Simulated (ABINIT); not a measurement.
# Quasiparticle gap of AlN (F-43m) in ABINIT

Aim: the G0W0 gap of AlN (F-43m) on PBE, step by step.

Method: PBE and many-body steps on it, plane waves, in ABINIT 10.8.3.

## Step 1: Starting point

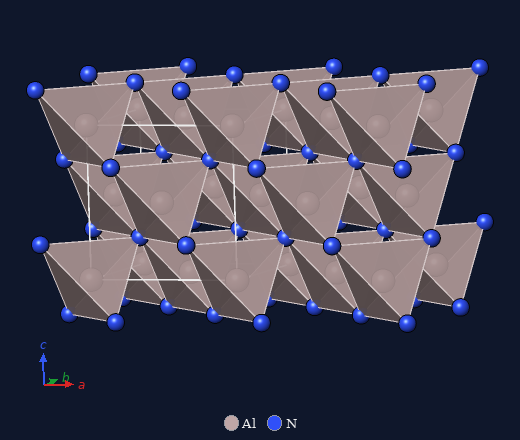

The starting structure, seen slightly off an axis (aluminium light grey, nitrogen blue). 2×1×1 cells are drawn. This picture shows the conventional cell, with its axes. Some periodic images of atoms are drawn too.

The cell and positions are those that the Materials Project relaxed with its own functionals (PBE, PBE+U or r2SCAN), kept fixed. This is not the form that AlN usually takes at ambient conditions.

## Step 2: Ground state

This step: ABINIT 10.8.3; DFT, PBE, plane waves, norm-conserving pseudopotentials.

The ground-state density comes first.

File run.abi:

```
acell 3*1.0 Angstrom
rprim 
  -0.000000000000 2.183993559600 2.183993559600
  2.183993559600 -0.000000000000 2.183993559600
  2.183993559600 2.183993559600 -0.000000000000
ntypat 2
znucl 13 7
natom 2
typat 1 2
xred 
  0.000000000000 0.000000000000 0.000000000000
  0.750000000000 0.750000000000 0.750000000000
pp_dirpath "pseudos"
pseudos "Al.upf, N.upf"
ecut 36
ngkpt 8 8 8
nshiftk 1
shiftk 0 0 0
kptopt 1
chksymbreak 0
nband 9
occopt 1
tolvrs 1e-10
nstep 60
prtwf 0
optforces 0
optstress 0
indata_prefix "in"
outdata_prefix "out"
tmpdata_prefix "tmp"
```

On the command line:

```bash
$ OMP_NUM_THREADS=1 mpirun -n 4 abinit run.abi > log
```

Numbers of over 12 decimals in the logs are rounded to 6 here.

The log of the run:

```text
.Version 10.8.3 of ABINIT. v10.8.2 released Aug 2026.

 Symmetries : space group F-4 3 m (#216); Bravais cF (face-center cubic)
================================================================================
 Values of the parameters that define the memory need of the present run
     intxc =       0    ionmov =       0      iscf =       7    lmnmax =       6
     lnmax =       6     mgfft =      32  mpssoang =       3    mqgrid =    3001
     natom =       2  nloc_mem =       1    nspden =       1   nspinor =       1
    nsppol =       1      nsym =      24    n1xccc =    2501    ntypat =       2
    occopt =       1   xclevel =       2
-    mband =           9        mffmem =           1         mkmem =           8
       mpw =        1475          nfft =       32768          nkpt =          29
================================================================================
  Rough estimation (10% accuracy) of disk space for files :
================================================================================

--------------------------------------------------------------------------------
------------- Echo of variables that govern the present computation ------------
--------------------------------------------------------------------------------
 -outvars: echo values of preprocessed input variables --------
            acell      1.8897261259E+00  1.8897261259E+00  1.8897261259E+00 Bohr

      chksymbreak           0
             ecut      3.60000000E+01 Hartree
-          fftalg         312

              ixc     -101130
              kpt      0.00000000E+00  0.00000000E+00  0.00000000E+00
                       1.25000000E-01  0.00000000E+00  0.00000000E+00
                       2.50000000E-01  0.00000000E+00  0.00000000E+00
                       3.75000000E-01  0.00000000E+00  0.00000000E+00
                       5.00000000E-01  0.00000000E+00  0.00000000E+00
                       1.25000000E-01  1.25000000E-01  0.00000000E+00
                       2.50000000E-01  1.25000000E-01  0.00000000E+00
                       3.75000000E-01  1.25000000E-01  0.00000000E+00
                       5.00000000E-01  1.25000000E-01  0.00000000E+00
   [... 18 further rows ...]
                      -3.75000000E-01  5.00000000E-01  1.25000000E-01
                      -2.50000000E-01  5.00000000E-01  2.50000000E-01
         kptrlatt        8    0    0      0    8    0      0    0    8
          kptrlen      4.66933685E+01
P           mkmem           8
            natom           2
            nband           9
            ngfft          32      32      32
             nkpt          29
            nstep          60
             nsym          24
           ntypat           2
              occ      2.000000  2.000000  2.000000  2.000000  0.000000  0.000000
[...]
optforces           0
        optstress           0
            prtwf           0
            rprim     -0.0000000000E+00  2.1839935596E+00  2.1839935596E+00
[...]
spgroup         216

           tolvrs      1.00000000E-10

             xred      0.0000000000E+00  0.0000000000E+00  0.0000000000E+00
[...]
znucl       13.00000    7.00000

================================================================================

 chkinp: Checking input parameters for consistency.

================================================================================
== DATASET  1 ==================================================================
-   mpi_nproc: 4, omp_nthreads: 1 (-1 if OMP is not activated)

--- !DatasetInfo
iteration_state: {dtset: 1, }
dimensions: {natom: 2, nkpt: 29, mband: 9, nsppol: 1, nspinor: 1, nspden: 1, mpw: 1475, }
cutoff_energies: {ecut:  36.0, pawecutdg:  -1.0, }
electrons: {nelect:   8.00000000E+00, charge:   0.00000000E+00, occopt:   1.00000000E+00, tsmear:   1.00000000E-02, }

 Real(R)+Recip(G) space primitive vectors, cartesian coordinates (Bohr,Bohr^-1):
 R(1)=  0.0000000  4.1271497  4.1271497  G(1)= -0.1211490  0.1211490  0.1211490
 R(2)=  4.1271497  0.0000000  4.1271497  G(2)=  0.1211490 -0.1211490  0.1211490
 R(3)=  4.1271497  4.1271497  0.0000000  G(3)=  0.1211490  0.1211490 -0.1211490
 Unit cell volume ucvol=  1.4059849E+02 bohr^3
 Angles (23,13,12)=  6.00000000E+01  6.00000000E+01  6.00000000E+01 degrees

 getcut: wavevector=  0.0000  0.0000  0.0000  ngfft=  32  32  32
         ecut(hartree)=     36.000   => boxcut(ratio)=   2.02987

--- Pseudopotential description ------------------------------------------------
- Al Generated using ONCVPSP code by D. R. Hamann
- 13.00000   3.00000  171031                  znucl, zion, pspdat
12 -101130 2 -1 1876                          pspcod,pspxc,lmax,lloc,mmax
     nproj     2     2     2
  pspatm : epsatm=    4.08140545
         --- l  ekb(1:nproj) -->
[...]
pspatm: atomic psp has been read  and splines computed

- N Generated using ONCVPSP code by D. R. Hamann
-  7.00000   5.00000  171031                  znucl, zion, pspdat
12 -101130 1 -1 1058                          pspcod,pspxc,lmax,lloc,mmax
     nproj     2     2     0
  pspatm : epsatm=    5.20977870
         --- l  ekb(1:nproj) -->
[...]
1   -4.293905   -1.006988
 pspatm: atomic psp has been read  and splines computed

   7.43294732E+01                                ecore*ucvol(ha*bohr**3)
--------------------------------------------------------------------------------

_setup2: Arith. and geom. avg. npw (full set) are    1449.447    1449.423

================================================================================

--- !BeginCycle
iteration_state: {dtset: 1, }
solver: {iscf: 7, nstep: 60, nline: 4, wfoptalg: 0, }
tolerances: {tolvrs: 1.00E-10, }

     iter   Etot(hartree)      deltaE(h)  residm     vres2
 ETOT  1  -12.634092342631    -1.263E+01 1.154E-01 5.062E+02
 ETOT  2  -12.674579766554    -4.049E-02 1.118E-02 3.909E+02
 ETOT  3  -12.792254021089    -1.177E-01 3.968E-03 7.560E-01
 ETOT  4  -12.792395939617    -1.419E-04 2.268E-03 1.058E-02
 ETOT  5  -12.792396619737    -6.801E-07 1.683E-04 5.916E-04
 ETOT  6  -12.792396656975    -3.724E-08 2.226E-04 2.127E-06
 ETOT  7  -12.792396657092    -1.170E-10 1.632E-05 4.114E-07
 ETOT  8  -12.792396657207    -1.152E-10 2.316E-05 3.147E-09
 ETOT  9  -12.792396657208    -7.248E-13 1.662E-06 3.158E-10
 ETOT 10  -12.792396657208     2.309E-14 2.539E-06 1.021E-11

 At SCF step   10       vres2   =  1.02E-11 < tolvrs=  1.00E-10 =>converged.

--- !ResultsGS
iteration_state: {dtset: 1, }
comment   : Summary of ground state results
lattice_vectors:
- [ -0.0000000,   4.1271497,   4.1271497, ]
- [  4.1271497,  -0.0000000,   4.1271497, ]
- [  4.1271497,   4.1271497,  -0.0000000, ]
lattice_lengths: [   5.83667,    5.83667,    5.83667, ]
lattice_angles: [ 60.000,  60.000,  60.000, ] # degrees, (23, 13, 12)
lattice_volume:   1.4059849E+02
convergence: {deltae:  2.309E-14, res2:  1.021E-11, residm:  2.539E-06, diffor:  0.000E+00, }
etotal    :  -1.27923967E+01
entropy   :   0.00000000E+00
fermie    :   1.89575042E-01
cartesian_stress_tensor: null
pressure_GPa: null
xred      :
- [  0.0000E+00,   0.0000E+00,   0.0000E+00, Al]
- [  7.5000E-01,   7.5000E-01,   7.5000E-01,  N]
cartesian_forces: null
force_length_stats: {min: null, max: null, mean: null, }

 Integrated electronic density in atomic spheres:
 ------------------------------------------------
 Atom  Sphere_radius  Integrated_density
    1        2.00000          1.10832935
    2        2.00000          5.38580503
================================================================================

 ----iterations are completed or convergence reached----

 Mean square residual over all n,k,spin=   11.386E-09; max=  25.386E-07
 reduced coordinates (array xred) for    2 atoms
       0.000000000000      0.000000000000      0.000000000000
       0.750000000000      0.750000000000      0.750000000000
 rms dE/dt=  0.0000E+00; max dE/dt=  0.0000E+00; dE/dt below (all hartree)
    1       0.000000000000      0.000000000000      0.000000000000
    2       0.000000000000      0.000000000000      0.000000000000

 cartesian coordinates (angstrom) at end:
    1      0.000000     0.000000     0.000000
    2      3.275990     3.275990     3.275990
 length scales=  1.889726125908  1.889726125908  1.889726125908 bohr
              =  1.000000000000  1.000000000000  1.000000000000 angstroms
 prteigrs : about to open file out_EIG
 Fermi (or HOMO) energy (hartree) =   0.18958   Average Vxc (hartree)=  -0.39437
 Eigenvalues (hartree) for nkpt=  29  k points:
 kpt#   1, nband=  9, wtk=  0.00195, kpt=  0.0000  0.0000  0.0000 (reduced coord)
  -0.36046    0.18958    0.18958    0.18958    0.34363    0.65223    0.65223    0.65223
   0.84170
 prteigrs : prtvol=0 or 1, do not print more k-points.

--- !EnergyTerms
iteration_state     : {dtset: 1, }
comment             : Components of total free energy in Hartree
kinetic             :  8.18806009915906E+00
hartree             :  2.82096206911135E+00
xc                  : -4.24885300507606E+00
Ewald energy        : -1.08999795989279E+01
psp_core            :  5.28664802613182E-01
local_psp           : -8.51484725719231E+00
non_local_psp       : -6.66403766895546E-01
total_energy        : -1.27923966572082E+01
total_energy_eV     : -3.48098846451088E+02
band_energy         :  3.20550667474404E-02

== END DATASET(S) ==============================================================
================================================================================

 -outvars: echo values of variables after computation  --------
           etotal     -1.2792396657E+01
            nband           9
             nkpt          29
          spgroup         216
 [... the other variables as echoed above ...]

 Calculation completed.
```

Run time: 3.5 s. Hardware: 4 MPI ranks of Arm Neoverse V2, shared host; peak memory 0.26 GiB.

Numbers from this step:

```
total energy               : -348.0988 eV
gap                        : 3.325 eV
k of the valence top       : 0, 0, 0
k of the conduction bottom : 0.5, 0.5, 0
least direct gap           : 4.192 eV
```

The gap is indirect, with the least direct gap 0.87 eV higher.

## Step 3: Bands along the symmetry lines

The cheap functional maps the bands first; the places of the edges decide which points the dearer methods must see.

File run.abi:

```
acell 3*1.0 Angstrom
rprim 
  -0.000000000000 2.183993559600 2.183993559600
  2.183993559600 -0.000000000000 2.183993559600
  2.183993559600 2.183993559600 -0.000000000000
ntypat 2
znucl 13 7
natom 2
typat 1 2
xred 
  0.000000000000 0.000000000000 0.000000000000
  0.750000000000 0.750000000000 0.750000000000
pp_dirpath "pseudos"
pseudos "Al.upf, N.upf"
ecut 36
iscf -2
irdden 1
kptopt 0
nkpt 50
kpt 
  0.00000000 0.00000000 0.00000000
  -0.06250000 -0.06250000 0.00000000
  -0.12500000 -0.12500000 0.00000000
  -0.18750000 -0.18750000 0.00000000
  -0.25000000 -0.25000000 0.00000000
  -0.31250000 -0.31250000 0.00000000
  -0.37500000 -0.37500000 0.00000000
  -0.43750000 -0.43750000 0.00000000
  -0.50000000 -0.50000000 0.00000000
  -0.48437500 -0.48437500 0.03125000
  -0.46875000 -0.46875000 0.06250000
  -0.45312500 -0.45312500 0.09375000
  -0.43750000 -0.43750000 0.12500000
  -0.42187500 -0.42187500 0.15625000
  -0.40625000 -0.40625000 0.18750000
  -0.39062500 -0.39062500 0.21875000
  -0.37500000 -0.37500000 0.25000000
  -0.37500000 0.00000000 0.37500000
  -0.32812500 0.00000000 0.32812500
  -0.28125000 0.00000000 0.28125000
  -0.23437500 0.00000000 0.23437500
  -0.18750000 0.00000000 0.18750000
  -0.14062500 0.00000000 0.14062500
  -0.09375000 0.00000000 0.09375000
  -0.04687500 0.00000000 0.04687500
  0.00000000 0.00000000 0.00000000
  0.00000000 0.00000000 0.06250000
  0.00000000 0.00000000 0.12500000
  0.00000000 0.00000000 0.18750000
  0.00000000 0.00000000 0.25000000
  0.00000000 0.00000000 0.31250000
  0.00000000 0.00000000 0.37500000
  0.00000000 0.00000000 0.43750000
  0.00000000 0.00000000 0.50000000
  -0.06250000 -0.03125000 0.46875000
  -0.12500000 -0.06250000 0.43750000
  -0.18750000 -0.09375000 0.40625000
  -0.25000000 -0.12500000 0.37500000
  -0.31250000 -0.15625000 0.34375000
  -0.37500000 -0.18750000 0.31250000
  -0.43750000 -0.21875000 0.28125000
  -0.50000000 -0.25000000 0.25000000
  -0.50000000 -0.28125000 0.21875000
  -0.50000000 -0.31250000 0.18750000
  -0.50000000 -0.34375000 0.15625000
  -0.50000000 -0.37500000 0.12500000
  -0.50000000 -0.40625000 0.09375000
  -0.50000000 -0.43750000 0.06250000
  -0.50000000 -0.46875000 0.03125000
  -0.50000000 -0.50000000 0.00000000
istwfk *1
nband 11
nbdbuf 2
tolwfr 1e-08
nstep 40
prtwf 0
prtvol 0
indata_prefix "in"
outdata_prefix "out"
tmpdata_prefix "tmp"
```

The log of the run:

```text
.Version 10.8.3 of ABINIT. v10.8.2 released Aug 2026.

 Symmetries : space group F-4 3 m (#216); Bravais cF (face-center cubic)
[... echo of the input left out ...]
== DATASET  1 ==================================================================
-   mpi_nproc: 4, omp_nthreads: 1 (-1 if OMP is not activated)

--- !DatasetInfo
iteration_state: {dtset: 1, }
dimensions: {natom: 2, nkpt: 50, mband: 11, nsppol: 1, nspinor: 1, nspden: 1, mpw: 1475, }
cutoff_energies: {ecut:  36.0, pawecutdg:  -1.0, }
electrons: {nelect:   8.00000000E+00, charge:   0.00000000E+00, occopt:   1.00000000E+00, tsmear:   1.00000000E-02, }

 Real(R)+Recip(G) space primitive vectors, cartesian coordinates (Bohr,Bohr^-1):
 R(1)=  0.0000000  4.1271497  4.1271497  G(1)= -0.1211490  0.1211490  0.1211490
 R(2)=  4.1271497  0.0000000  4.1271497  G(2)=  0.1211490 -0.1211490  0.1211490
 R(3)=  4.1271497  4.1271497  0.0000000  G(3)=  0.1211490  0.1211490 -0.1211490
 Unit cell volume ucvol=  1.4059849E+02 bohr^3
 Angles (23,13,12)=  6.00000000E+01  6.00000000E+01  6.00000000E+01 degrees

 getcut: wavevector=  0.0000  0.0000  0.0000  ngfft=  32  32  32
         ecut(hartree)=     36.000   => boxcut(ratio)=   2.02987

--- Pseudopotential description ------------------------------------------------
- Al Generated using ONCVPSP code by D. R. Hamann
- 13.00000   3.00000  171031                  znucl, zion, pspdat
12 -101130 2 -1 1876                          pspcod,pspxc,lmax,lloc,mmax
     nproj     2     2     2
  pspatm : epsatm=    4.08140545
         --- l  ekb(1:nproj) -->
             0    5.126667    0.728291
             1    7.287548    0.832437
             2   -2.770497   -0.637722
 pspatm: atomic psp has been read  and splines computed

- N Generated using ONCVPSP code by D. R. Hamann
-  7.00000   5.00000  171031                  znucl, zion, pspdat
12 -101130 1 -1 1058                          pspcod,pspxc,lmax,lloc,mmax
     nproj     2     2     0
  pspatm : epsatm=    5.20977870
         --- l  ekb(1:nproj) -->
[...]
pspatm: atomic psp has been read  and splines computed

--------------------------------------------------------------------------------

================================================================================
 prteigrs : about to open file out_EIG
 Non-SCF case, kpt    1 (  0.00000  0.00000  0.00000), residuals and eigenvalues=
  9.71E-10  2.77E-09  4.29E-09  7.32E-09  6.57E-10  1.48E-09  2.28E-09  8.19E-09
[...]
-3.6046E-01  1.8958E-01  1.8958E-01  1.8958E-01  3.4363E-01  6.5223E-01
  6.5223E-01  6.5223E-01  8.4170E-01  8.4170E-01  8.9101E-01
 Non-SCF case, kpt    2 ( -0.06250 -0.06250  0.00000), residuals and eigenvalues=
  1.61E-09  4.70E-09  3.30E-09  4.21E-09  2.01E-09  3.11E-09  1.76E-09  3.04E-09
[...]
-3.5763E-01  1.7673E-01  1.8652E-01  1.8652E-01  3.5768E-01  6.4259E-01
[...]
5.51E-09  4.84E-09  2.51E-09  3.94E-09  1.53E-09  4.56E-09  1.74E-09  7.44E-09
[...]
-3.4934E-01  1.4803E-01  1.7814E-01  1.7814E-01  3.8760E-01  6.1896E-01
  6.6769E-01  6.6769E-01  6.9898E-01  8.5904E-01  9.2688E-01
[...]
Non-SCF case, kpt   49 ( -0.50000 -0.46875  0.03125), residuals and eigenvalues=
[...]
-2.6170E-01  1.0381E-02  1.2267E-01  1.2270E-01  3.1521E-01  5.1016E-01
  6.9990E-01  7.6114E-01  7.6755E-01  1.0562E+00  1.0588E+00
 Non-SCF case, kpt   50 ( -0.50000 -0.50000  0.00000), residuals and eigenvalues=
[...]
-2.6178E-01  9.5895E-03  1.2433E-01  1.2433E-01  3.1176E-01  5.0752E-01
  7.0112E-01  7.6645E-01  7.6645E-01  1.0537E+00  1.0698E+00

--- !ResultsGS
iteration_state: {dtset: 1, }
comment   : Summary of ground state results
lattice_vectors:
- [ -0.0000000,   4.1271497,   4.1271497, ]
- [  4.1271497,  -0.0000000,   4.1271497, ]
- [  4.1271497,   4.1271497,  -0.0000000, ]
lattice_lengths: [   5.83667,    5.83667,    5.83667, ]
lattice_angles: [ 60.000,  60.000,  60.000, ] # degrees, (23, 13, 12)
lattice_volume:   1.4059849E+02
convergence: {deltae:  0.000E+00, res2:  0.000E+00, residm:  9.997E-09, diffor:  0.000E+00, }
etotal    :  -1.27923967E+01
entropy   :   0.00000000E+00
fermie    :   1.89575042E-01
cartesian_stress_tensor: null
pressure_GPa: null
xred      :
- [  0.0000E+00,   0.0000E+00,   0.0000E+00, Al]
- [  7.5000E-01,   7.5000E-01,   7.5000E-01,  N]
cartesian_forces: null
force_length_stats: {min: null, max: null, mean: null, }

 Integrated electronic density in atomic spheres:
 ------------------------------------------------
 Atom  Sphere_radius  Integrated_density
[...]
================================================================================

 ----iterations are completed or convergence reached----

 Mean square residual over all n,k,spin=   46.700E-10; max=  99.965E-10
 reduced coordinates (array xred) for    2 atoms
[...]
cartesian coordinates (angstrom) at end:
    1      0.000000     0.000000     0.000000
    2      3.275990     3.275990     3.275990
 length scales=  1.889726125908  1.889726125908  1.889726125908 bohr
              =  1.000000000000  1.000000000000  1.000000000000 angstroms
 prteigrs : about to open file out_EIG
 Eigenvalues (hartree) for nkpt=  50  k points:
 kpt#   1, nband= 11, wtk=  1.00000, kpt=  0.0000  0.0000  0.0000 (reduced coord)
[...]
kpt#   2, nband= 11, wtk=  1.00000, kpt= -0.0625 -0.0625  0.0000 (reduced coord)
[...]
kpt#   3, nband= 11, wtk=  1.00000, kpt= -0.1250 -0.1250  0.0000 (reduced coord)
[...]
kpt#  49, nband= 11, wtk=  1.00000, kpt= -0.5000 -0.4687  0.0313 (reduced coord)
  -0.26170    0.01038    0.12267    0.12270    0.31521    0.51016    0.69990    0.76114
   0.76755    1.05617    1.05884
 kpt#  50, nband= 11, wtk=  1.00000, kpt= -0.5000 -0.5000  0.0000 (reduced coord)
  -0.26178    0.00959    0.12433    0.12433    0.31176    0.50752    0.70112    0.76645
   0.76645    1.05374    1.06976

== END DATASET(S) ==============================================================
================================================================================

 -outvars: echo values of variables after computation  --------
            nband          11
             nkpt          50
          spgroup         216
 [... the other variables as echoed above ...]

 Calculation completed.
```

The job ended after 3 s (4 MPI ranks; peak memory 0.07 GiB).

This step gave:

* gap: 3.325 eV
* k of the valence top: 0, 0, 0
* k of the conduction bottom: -0.5, -0.5, 0
* least direct gap: 4.192 eV

The gap is 3.325 eV, as in the run before at this level.

Electronic bands along the path, in eV, zero at the top of the highest filled band; v1 is the highest filled band, c1 the lowest empty one:

| point | v4 | v3 | v2 | v1 | c1 | c2 | c3 | c4 |
| --- | --- | --- | --- | --- | --- | --- | --- | --- |
| Γ | -14.97 | 0.00 | 0.00 | 0.00 | 4.19 | 12.59 | 12.59 | 12.59 |
| X | -12.28 | -4.90 | -1.78 | -1.78 | 3.32 | 8.65 | 13.92 | 15.70 |
| U | -12.30 | -4.25 | -3.63 | -1.37 | 5.17 | 10.12 | 13.05 | 14.17 |
| jump to K | -12.30 | -4.25 | -3.63 | -1.37 | 5.17 | 10.12 | 13.05 | 14.17 |
| Γ | -14.97 | 0.00 | 0.00 | 0.00 | 4.19 | 12.59 | 12.59 | 12.59 |
| L | -12.92 | -5.86 | -0.48 | -0.48 | 7.39 | 9.85 | 11.17 | 11.17 |
| W | -12.23 | -3.77 | -3.44 | -2.70 | 6.05 | 11.45 | 11.98 | 12.16 |
| X | -12.28 | -4.90 | -1.78 | -1.78 | 3.32 | 8.65 | 13.92 | 15.70 |

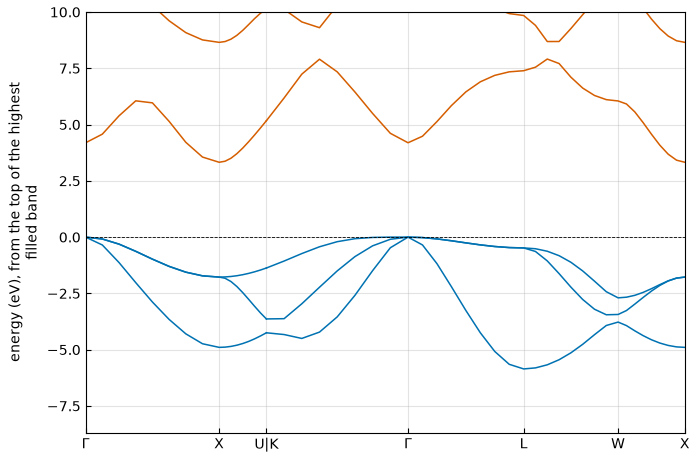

Electronic bands along the path; lines of filled and empty bands in two colours.

(Continued in part 2 of 2.)

[Paths, hosts, dates, memory and timing lines, banners, echoed tables and standing remarks are left out of the program output.]

[Logs are printed without paths, hosts, clocks, repeated set-up lines and the standing remarks that a program may print on its own settings, such as how far it seeks lower states.]

[Runs of the session that timed out or met a known fault of the program may be left out.]

[Hosts, paths, dates, database ids (printed as entryN), source tags and the programs' standing remarks are cut or masked in the printed files.]

[G0W0 gaps are taken among the corrected bands and points alone; a level outside them can change the order at an edge.]

[Where Ansatz stands beside ABINIT at settings called matched, ABINIT's density can come from a denser mesh and the files from another edition; pairs whose starting gaps differed by over 0.03 eV were left out, so agreement reads better than it is.]
